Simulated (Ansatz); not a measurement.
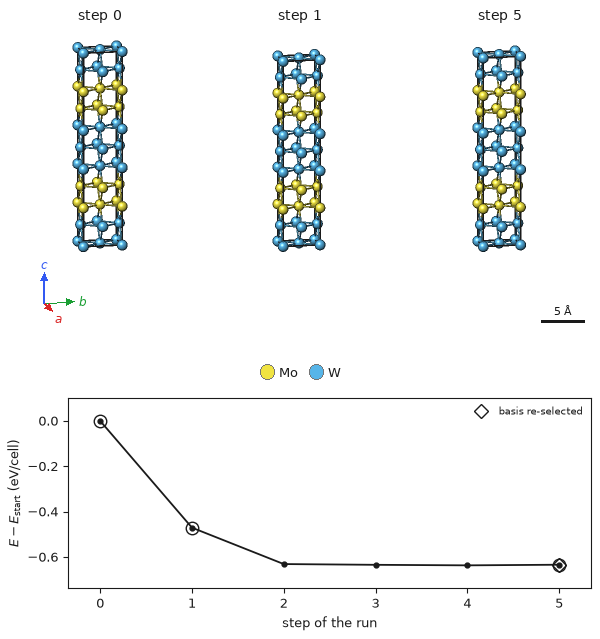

Frames of a relaxation of crystalline Mo₂W₃ (a generated structure, set up in Fmmm) (coarse preliminary run), marked on the history of the run. Style: ball-and-stick. Shown: the conventional cell (4 times the calculation's cell), slightly off an axis. Lengths and directions refer to the drawn axes.

Computed with DFT PBE, scalar-relativistic, plane waves, PAW in Ansatz. (plane-wave cutoff 420 eV; k-point mesh 6 × 6 × 6; occupations gaussian; smearing width 0.1 eV; no spin polarisation; cell and atoms relaxed; force threshold 0.04 eV/Å; at most 70 steps)

> What happens along the run?

The largest moves relative to the cell, 0.013 Å, are those of W atoms. Largest moves by element: W 0.013 Å, Mo 0.006 Å. The drawn cell changes as follows: a 3.277 → 3.166 Å (−3.4 %), b 4.634 → 4.465 Å (−3.7 %), c 23.171 → 22.578 Å (−2.6 %); the volume changes by −9.3 %. Among the contacts that change: W–W 3.277 → 3.166 Å, Mo–Mo 2.838 → 2.737 Å, W–W 2.838 → 2.737 Å, Mo–W 2.838 → 2.752 Å. The space group stays Fmmm (No. 69). Over 4 accepted moves (5 points after the start) the energy falls by 0.634 eV per cell of the calculation. Largest force component: 0.063 eV/Å at the start, 0.033 eV/Å at the end. The pressure goes from −22.68 to 0.05 GPa. The SCF was repeated once at an unchanged geometry on a basis and grid sized afresh for the cell, which shifted the energy by 2.8 meV per cell of the calculation at most. The run took 12 s on 4 threads of Arm Neoverse V2, on a shared host, peak memory 0.5 GiB. From step 0 to 1: volume −13.4 %, energy −0.471 eV per cell of the calculation. From step 1 to 5: volume +4.8 %, energy −0.163 eV per cell of the calculation.

```
step  E − E(0), meV/atom  largest force component, eV/Å  pressure, GPa  volume, Å³/atom                      note
   0                0.00                         0.0635         -22.68           17.593                          
   1              -94.17                         0.1999          14.96           15.233                          
   2             -126.29                         0.0149          -2.18           16.084                          
   3             -126.95                         0.0080          -0.26           15.976                          
   4             -127.42                         0.0333           0.05           15.957                          
   5             -126.87                         0.0332           0.05           15.957  same geometry, new basis
```
